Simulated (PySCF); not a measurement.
O₂, triplet (excess alpha electrons: πx +1, πy +1). PW91/def2-TZVPP in PySCF 2.14.0, UKS. One reference determinant with the occupation held, the lowest that a PBE0 search over spins and occupations found; no spin-orbit coupling. Zero is the separated fragments in their ground configurations, without counterpoise. 2 further points of the run are not drawn. Horizontal lines: vibrational levels from ωe and ωexe, starting at v = 0.

### What bond curve does the calculation give?

re = 1.218 Å, ωe = 1554 cm⁻¹, ωexe = 10.0 cm⁻¹, De = 6.23 eV.
```
r (Å)  E (eV)
1.029   −4.15
1.076   −5.21
1.124   −5.83
1.160   −6.09
1.196   −6.21
1.232   −6.22
1.280   −6.11
1.340   −5.83
1.411   −5.36
1.507   −4.61
```

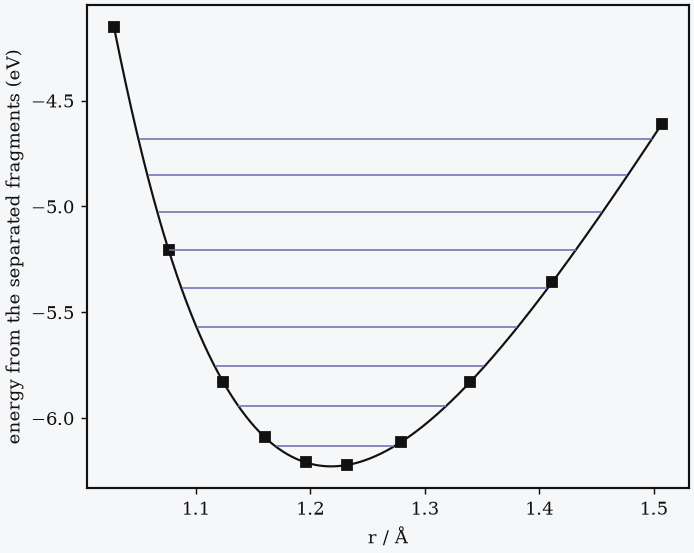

Caveats: lowest determinant of a PBE0 search, another state may lie lower.
